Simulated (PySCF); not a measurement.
**Two runs on C2H8BSi**

System: C2H8BSi, charge −1.
Method of run A: GIAO PBE0/pcSseg-1 NMR shielding, non-relativistic, IEF-PCM dimethylsulfoxide (PySCF 2.14.0).

The geometry comes from this level: GFN2-xTB. Text and figures count atoms from 1; the logs count them from 0 in places.

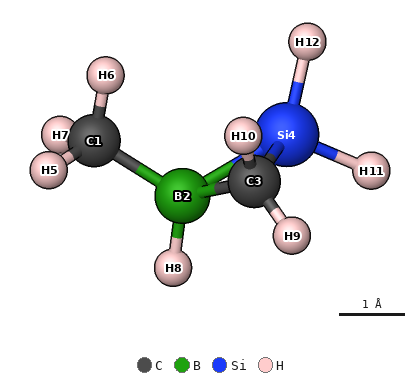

The input geometry (ball-and-stick view, seen at a tilt; atoms are numbered from 1 in the order of the input). Bond lengths as drawn: B–C 1.60 to 1.63 Å, B–H 1.21 Å, B–Si 1.97 Å, C–H 1.09 to 1.10 Å, C–Si 1.91 Å and H–Si 1.49 Å.

### The input, run A
```
{"job": {"kind": "nmr", "xc": "PBE0", "basis": "pcSseg-1", "solvent": "dimethylsulfoxide", "pop": false}, "charge": -1, "multiplicity": 1}
C     -1.543429     0.624384    -0.336146
B     -0.201886    -0.249610    -0.636901
C      0.475666    -1.022334     0.583159
Si     1.515949     0.471022     0.007353
H     -2.441776    -0.003922    -0.329003
H     -1.501993     1.121532     0.636139
H     -1.720851     1.404824    -1.083610
H     -0.189125    -0.788648    -1.717127
H      0.909548    -2.012411     0.434214
H      0.039007    -0.959030     1.580759
H      2.901657     0.025645    -0.322728
H      1.758429     1.387862     1.157864
```

The first line tells a small driver script what to run in PySCF; the rest is the geometry in Å.

Launched with:
```bash
OMP_NUM_THREADS=1 python <driver script> task.json out
```

Hardware: 1 CPU thread, shared host.

### Output (run A)
```
coarse grid: 9848 points
cycle   1  E = -395.0191937113  dE =  1.005e-01  |g| = 6.201e-01  |ddm| = 2.996e+00
cycle   2  E = -394.9096765451  dE =  1.095e-01  |g| = 8.652e-01  |ddm| = 2.228e+00
cycle   3  E = -395.1445263008  dE = -2.348e-01  |g| = 4.234e-02  |ddm| = 1.430e+00
cycle   4  E = -395.1448112139  dE = -2.849e-04  |g| = 3.194e-02  |ddm| = 7.739e-02
cycle   5  E = -395.1450760675  dE = -2.649e-04  |g| = 4.490e-03  |ddm| = 3.215e-02
cycle   6  E = -395.1450821234  dE = -6.056e-06  |g| = 9.476e-04  |ddm| = 6.941e-03
final grid: 88528 points
cycle   7  E = -395.1665622473  dE = -1.977e-05  |g| = 6.473e-03  |ddm| = 2.131e-02
cycle   8  E = -395.1665526991  dE =  9.548e-06  |g| = 8.655e-03  |ddm| = 1.680e-02
cycle   9  E = -395.1665739340  dE = -2.123e-05  |g| = 4.800e-04  |ddm| = 1.022e-02
cycle  10  E = -395.1665739907  dE = -5.669e-08  |g| = 1.771e-04  |ddm| = 7.335e-04
cycle  11  E = -395.1665739988  dE = -8.049e-09  |g| = 2.461e-05  |ddm| = 1.656e-04
cycle  12  E = -395.1665739989  dE = -1.606e-10  |g| = 9.939e-06  |ddm| = 5.797e-05
converged SCF energy = -395.1665739989

GIAO shielding tensors (ppm)
atom      isotropic    diamagn.    paramagn.     s11        s22        s33       span
  0 C      180.841     246.579     -65.737    172.892    179.569    190.063     17.171
  1 B      131.415     187.944     -56.529    115.520    135.858    142.867     27.347
  2 C      204.578     251.541     -46.963    178.970    195.640    239.123     60.153
  3 Si     521.971     881.575    -359.604    453.395    459.072    653.446    200.050
  4 H       31.410      29.920       1.490     27.083     28.434     38.712     11.629
  5 H       32.541      31.158       1.383     28.195     31.635     37.795      9.601
  6 H       31.428      29.750       1.677     26.698     29.047     38.538     11.839
  7 H       30.285      29.895       0.391     27.283     29.035     34.539      7.256
  8 H       32.475      31.388       1.088     26.487     27.355     43.585     17.098
  9 H       32.824      32.145       0.679     27.530     28.643     42.300     14.771
 10 H       30.540      30.869      -0.328     24.998     28.086     38.536     13.538
 11 H       30.574      31.112      -0.538     25.092     29.065     37.564     12.473
```

For run B the input was changed thus:
```diff
-C     -1.543429     0.624384    -0.336146
-B     -0.201886    -0.249610    -0.636901
-C      0.475666    -1.022334     0.583159
-Si     1.515949     0.471022     0.007353
-H     -2.441776    -0.003922    -0.329003
-H     -1.501993     1.121532     0.636139
-H     -1.720851     1.404824    -1.083610
-H     -0.189125    -0.788648    -1.717127
-H      0.909548    -2.012411     0.434214
-H      0.039007    -0.959030     1.580759
-H      2.901657     0.025645    -0.322728
-H      1.758429     1.387862     1.157864
+C     -1.452113     0.641527    -0.303245
+B     -0.229103    -0.379576    -0.548113
+C      0.421880    -1.111542     0.624005
+Si     1.717956     0.285792     0.387805
+H     -2.412232     0.154219    -0.512794
+H     -1.497541     0.997879     0.728252
+H     -1.409185     1.525057    -0.947390
+H     -0.048468    -0.768312    -1.664838
+H      0.897221    -2.078890     0.483907
+H     -0.006239    -1.057033     1.621604
+H      2.625076     0.191201    -0.710772
+H      1.392751     1.599677     0.841578
```

What does this change do to the results?

With the same method and basis, run B lies 13.0 kcal/mol higher. The HOMO goes from −4.94 to −3.77 eV. The LUMO goes from 1.22 to 1.04 eV. Of all shieldings, the largest change is that of Si4, by +90.3 ppm. The number of SCF iterations is the same.

### Output (run B)
```
coarse grid: 9848 points
cycle   1  E = -395.0090249080  dE =  9.667e-02  |g| = 5.857e-01  |ddm| = 3.019e+00
cycle   2  E = -394.9283812083  dE =  8.064e-02  |g| = 7.852e-01  |ddm| = 1.943e+00
cycle   3  E = -395.1248112919  dE = -1.964e-01  |g| = 3.226e-02  |ddm| = 1.163e+00
cycle   4  E = -395.1250540234  dE = -2.427e-04  |g| = 2.527e-02  |ddm| = 8.638e-02
cycle   5  E = -395.1252248625  dE = -1.708e-04  |g| = 5.736e-03  |ddm| = 2.821e-02
cycle   6  E = -395.1252348313  dE = -9.969e-06  |g| = 1.515e-03  |ddm| = 9.385e-03
final grid: 88528 points
cycle   7  E = -395.1459124995  dE = -2.082e-05  |g| = 6.445e-03  |ddm| = 2.480e-02
cycle   8  E = -395.1459040482  dE =  8.451e-06  |g| = 8.329e-03  |ddm| = 1.578e-02
cycle   9  E = -395.1459240529  dE = -2.000e-05  |g| = 4.908e-04  |ddm| = 9.861e-03
cycle  10  E = -395.1459241217  dE = -6.877e-08  |g| = 1.323e-04  |ddm| = 9.006e-04
cycle  11  E = -395.1459241269  dE = -5.231e-09  |g| = 3.010e-05  |ddm| = 2.179e-04
cycle  12  E = -395.1459241272  dE = -2.465e-10  |g| = 1.202e-05  |ddm| = 8.077e-05
converged SCF energy = -395.1459241272

GIAO shielding tensors (ppm)
atom      isotropic    diamagn.    paramagn.     s11        s22        s33       span
  0 C      179.188     247.689     -68.500    171.475    176.473    189.617     18.142
  1 B      119.435     189.130     -69.695     92.650    131.136    134.519     41.869
  2 C      174.712     252.235     -77.523    165.116    176.715    182.306     17.191
  3 Si     612.275     883.027    -270.752    411.017    630.380    795.428    384.411
  4 H       31.196      29.943       1.253     26.519     28.134     38.934     12.416
  5 H       32.426      31.701       0.725     28.188     31.600     37.490      9.302
  6 H       30.844      30.470       0.374     25.657     29.404     37.471     11.814
  7 H       29.868      30.935      -1.066     26.582     28.918     34.105      7.524
  8 H       31.144      30.736       0.407     23.695     27.473     42.263     18.568
  9 H       30.999      31.556      -0.557     24.882     27.980     40.135     15.253
 10 H       31.580      32.193      -0.613     25.739     29.266     39.733     13.995
 11 H       32.243      32.602      -0.359     25.761     31.031     39.937     14.176
```

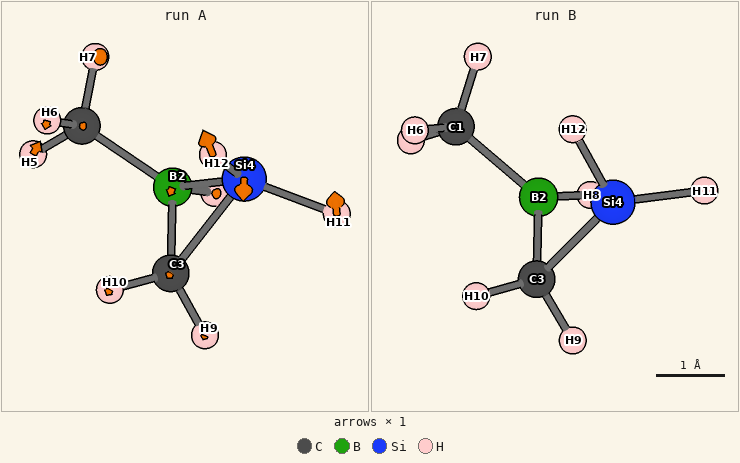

The two input geometries at one scale (ball-and-stick view, seen at a tilt). The orange arrows on the first give the shifts of the atoms after the best rigid fit, at true length. The largest move after the best rigid fit is that of H12, 0.53 Å. By element the largest moves are H 0.53 Å, Si 0.47 Å, B 0.16 Å, C 0.11 Å. Among the contacts that change: B2–Si4 1.971 → 2.260 Å, B2–C3 1.595 → 1.528 Å, Si4–H11 1.492 → 1.428 Å, C1–B2 1.629 → 1.612 Å.

### The two runs side by side

| quantity | run A | run B |
| --- | --- | --- |
| outcome | converged | converged |
| total energy (hartree) | −395.166574 | −395.145924 |
| HOMO (eV) | −4.94 | −3.77 |
| LUMO (eV) | 1.22 | 1.04 |
| shielding of C1 (ppm) | 180.8 | 179.2 |
| shielding of B2 (ppm) | 131.4 | 119.4 |
| shielding of C3 (ppm) | 204.6 | 174.7 |
| shielding of Si4 (ppm) | 522.0 | 612.3 |
| shielding of H9 (ppm) | 32.5 | 31.1 |
| shielding of H10 (ppm) | 32.8 | 31.0 |
| shielding of H12 (ppm) | 30.6 | 32.2 |
| SCF iterations | 12 | 12 |
| basis functions | 115 | 115 |
| wall time (shared host) | 8 s | 12 s |
